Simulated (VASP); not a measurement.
Band structure of CsCdF₃ (space group Pm-3m). Method: PBEsol GGA with spin-orbit coupling, VASP's PBE PAW potentials (set 64) (plane waves; VASP).

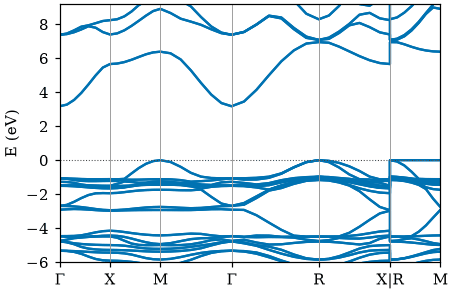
Figure. Bands along high-symmetry lines, zero at the valence-band maximum or, without a gap, the Fermi level

Problem. Read the plot: is there a gap, and where are the band edges?

Solution. The gap is indirect, 3.17 eV, from the valence maximum at R to the conduction minimum at Γ.

The structure comes from a computed database's CsCdF3 entry (Pm-3m); how it stands against other phases isn't given here. It was relaxed first.
